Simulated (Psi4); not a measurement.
**U-wB97X/6-31G(d) (spherical functions) run of SiH3O4 (SMILES [O][Si](O)(O)O)**

What is the vertical ionisation energy of SiH3O4 at U-wB97X/6-31G* (spherical functions)? 

The calculation is run with Psi4 1.11.

6 further runs of the same task are left out: 6 that didn't finish.

## Step 1: The structure to begin with

SiH3O4 has 8 atoms, charge 0, and is taken as a doublet. As SMILES, `[O][Si](O)(O)O`. The coordinates come from a PBE0-D4/def2-TZVP relaxation. This is one conformer, not always the lowest.

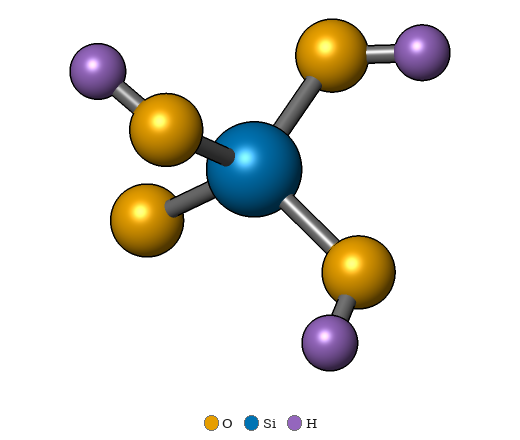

Viewed from a chosen angle; oxygen amber, silicon blue, hydrogen purple.

## Step 2: Energy and forces at U-wB97X/6-31G(d) (spherical functions)

The input, h3o4si.py:

```python
import psi4

psi4.set_memory(2200000000)
psi4.set_num_threads(1)
psi4.set_output_file('h3o4si.out', False)

geom = psi4.geometry("""
0 2
O     -1.417600     0.247800     1.193000
Si    -0.195800     0.058700     0.091000
O      1.117100    -0.067300     1.049800
O     -0.249900     1.339100    -0.902700
O     -0.266300    -1.263500    -0.849700
H      1.271400     0.633000     1.686700
H     -0.094000     1.173100    -1.833800
H     -0.165000    -2.120800    -0.434300
symmetry c1
""")

psi4.set_options({
    'basis': '6-31G*',
    'reference': 'uks',
    'puream': True,
    'e_convergence': 1e-09,
    'd_convergence': 1e-08,
    'scf_type': 'pk',
    'dft_radial_points': 99,
    'dft_spherical_points': 590,
    'maxiter': 100,
})

e, wfn = psi4.gradient('wb97x', return_wfn=True)
print('gradient / Eh bohr^-1')
print(e.np.round(6))
print(f'energy = {wfn.energy():.10f} Eh')
```

On the command line:

```bash
$ python h3o4si.py
```

h3o4si.out:

```text
[...]
  Running in c1 symmetry.
[...]
  Nuclear repulsion =  257.364163159559894
[...]
  Multiplicity = 2
[...]
  Nalpha       = 25
  Nbeta        = 24
[...]
    Number of basis functions: 80
[...]
   @UKS iter   1:  -591.86513443166325   -7.70231e-01   1.09624e-02 DIIS/ADIIS
[...]
   @UKS iter  22:  -592.17525439111535   -4.77485e-12   7.31097e-09 DIIS
[...]
   @S^2 Observed:                7.531505725E-01
[...]
    Orbital Energies [Eh]
    ---------------------
    Alpha Occupied:
       1A    -66.199914     2A    -19.263694     3A    -19.228219
       4A    -19.222676     5A    -19.222487     6A     -5.446759
       7A     -3.803545     8A     -3.803418     9A     -3.802960
      10A     -1.173902    11A     -1.138820    12A     -1.132328
      13A     -1.107943    14A     -0.706141    15A     -0.652088
      16A     -0.647069    17A     -0.555120    18A     -0.533259
      19A     -0.502151    20A     -0.488588    21A     -0.480721
      22A     -0.462988    23A     -0.458885    24A     -0.436829
      25A     -0.428763
    Alpha Virtual:
[...]
  @UKS Final Energy:  -592.17525439111535
   => Energetics <=
    Nuclear Repulsion Energy =            257.3641631595598938
    One-Electron Energy =               -1330.1513546506459988
    Two-Electron Energy =                 521.9069822272828105
    DFT Exchange-Correlation Energy =     -41.2950451273120720
    Empirical Dispersion Energy =           0.0000000000000000
    VV10 Nonlocal Energy =                  0.0000000000000000
    Total Energy =                       -592.1752543911153452
[...]
 Multipole Moments:
 ------------------------------------------------------------------------------------
     Multipole            Electronic (a.u.)      Nuclear  (a.u.)        Total (a.u.)
 ------------------------------------------------------------------------------------
 L = 1.  Multiply by 2.5417464519 to convert [e a0] to [Debye]
 Dipole X            :         -0.9137527            1.4672624            0.5535097
 Dipole Y            :          0.2015366           -0.4553827           -0.2538460
 Dipole Z            :          0.6618466           -0.8352359           -0.1733893
 Magnitude           :                                                    0.6331467
[...]
  -Total Gradient:
     Atom            X                  Y                   Z
    ------   -----------------  -----------------  -----------------
       1        0.008100375692    -0.001183784310    -0.006930437015
       2       -0.001572669073     0.000102636081     0.000867010687
       3       -0.007378789406     0.004445660854    -0.002806069384
       4        0.001420784072    -0.009250112012     0.001433541529
       5        0.001500578047     0.003811174811     0.007983385771
       6       -0.000383313974    -0.003273254834    -0.002745872305
       7       -0.000822136409     0.001535614984     0.004217150151
       8       -0.000825957192     0.003788102948    -0.002260922886
[...]
```

Standard output:

```text
gradient / Eh bohr^-1
[[ 0.0081   -0.001184 -0.00693 ]
 [-0.001573  0.000103  0.000867]
 [-0.007379  0.004446 -0.002806]
 [ 0.001421 -0.00925   0.001434]
 [ 0.001501  0.003811  0.007983]
 [-0.000383 -0.003273 -0.002746]
 [-0.000822  0.001536  0.004217]
 [-0.000826  0.003788 -0.002261]]
energy = -592.1752543911 Eh
```

Run time: 88 s. Hardware: 1 thread of AMD EPYC 7R43 (Zen 3), shared host; peak memory 1.2 GiB.

## Step 3: The singlet cation: a single-point energy at wB97X/6-31G(d) (spherical functions)

The input, calc.in:

```
memory 2200 MB

molecule system {
  1 1
  O
  Si 1 R2
  O 2 R3 1 A3
  O 2 R4 3 A4 1 D4
  O 2 R5 4 A5 1 D5
  H 3 R6 2 A6 4 D6
  H 4 R7 2 A7 5 D7
  H 5 R8 2 A8 4 D8

  R2 = 1.656188
  R3 = 1.630607
  A3 = 102.21364
  R4 = 1.621663
  A4 = 116.62692
  D4 = 116.34852
  R5 = 1.624223
  A5 = 106.64247
  D5 = 125.36442
  R6 = 0.959099
  A6 = 117.61851
  D6 = 61.98891
  R7 = 0.958545
  A7 = 116.9402
  D7 = -14.67851
  R8 = 0.958009
  A8 = 118.21315
  D8 = 174.49635
  symmetry c1
  no_reorient
  no_com
}

set {
  reference            rks
  puream               true
  e_convergence        1e-09
  d_convergence        1e-08
  scf_type             pk
  dft_radial_points    99
  dft_spherical_points 590
}

e_tot, wfn = energy('wb97x/6-31G*', return_wfn=True)
print_variables()
```

On the command line:

```bash
$ psi4 -n 1 calc.in calc.out
```

calc.out:

```text
[...]
  Running in c1 symmetry.
[...]
  Nuclear repulsion =  257.364151593250540
[...]
  Multiplicity = 1
[...]
  Nalpha       = 24
  Nbeta        = 24
[...]
    Number of basis functions: 80
[...]
   @RKS iter   1:  -591.44322326581619   -3.48320e-01   9.87320e-03 ADIIS/DIIS
[...]
   @RKS iter  25:  -591.69487411147713   -8.86757e-12   6.03294e-09 DIIS
[...]
    Orbital Energies [Eh]
    ---------------------
    Doubly Occupied:
       1A    -66.466561     2A    -19.610816     3A    -19.539746
       4A    -19.493366     5A    -19.462280     6A     -5.713152
       7A     -4.070495     8A     -4.069620     9A     -4.069084
      10A     -1.448542    11A     -1.405081    12A     -1.383957
      13A     -1.369168    14A     -0.967016    15A     -0.914724
      16A     -0.885336    17A     -0.828877    18A     -0.784099
      19A     -0.755708    20A     -0.741831    21A     -0.726296
      22A     -0.710536    23A     -0.703160    24A     -0.669661
[...]
  @RKS Final Energy:  -591.69487411147713
   => Energetics <=
    Nuclear Repulsion Energy =            257.3641515932505399
    One-Electron Energy =               -1316.8838047717308655
    Two-Electron Energy =                 508.8462622880115873
    DFT Exchange-Correlation Energy =     -41.0214832210083387
    Empirical Dispersion Energy =           0.0000000000000000
    VV10 Nonlocal Energy =                  0.0000000000000000
    Total Energy =                       -591.6948741114772474
[...]
 Multipole Moments:
 ------------------------------------------------------------------------------------
     Multipole            Electronic (a.u.)      Nuclear  (a.u.)        Total (a.u.)
 ------------------------------------------------------------------------------------
 L = 1.  Multiply by 2.5417464519 to convert [e a0] to [Debye]
 Dipole X            :         -0.2642751            0.2439036           -0.0203716
 Dipole Y            :         -0.2370355           -0.3764000           -0.6134355
 Dipole Z            :         -1.4667349            1.6901732            0.2234384
 Magnitude           :                                                    0.6531790
[...]
```

Run time: 43 s. Hardware: 1 thread of AMD EPYC 7R43 (Zen 3), shared host; peak memory 1.2 GiB.

## Step 4: What came out

Level: U-wB97X/6-31G* (spherical functions).

```
                                          quantity          value
                      doublet SiH3O4: total energy  -592.17525 Eh
                     doublet SiH3O4: dipole moment         1.61 D
doublet SiH3O4: HOMO energy (highest over α and β)      -11.28 eV
 doublet SiH3O4: LUMO energy (lowest over α and β)       -1.95 eV
                              doublet SiH3O4: ⟨S²⟩          0.753
          doublet SiH3O4: largest force on an atom     0.552 eV/Å
                      singlet cation: total energy  -591.69487 Eh
                       singlet cation: HOMO energy      -18.22 eV
                       singlet cation: LUMO energy      -12.71 eV
                     singlet cation: HOMO–LUMO gap        5.52 eV
vertical ionisation energy (to the singlet cation)      13.072 eV
```

**Reading.** Removing an electron at fixed nuclei costs 13.07 eV (301 kcal/mol). The largest force (doublet SiH3O4) is 0.55 eV/Å: the shape isn't a stationary point for this species at this level. Only the singlet of the ionised species was computed; a triplet could lie lower.
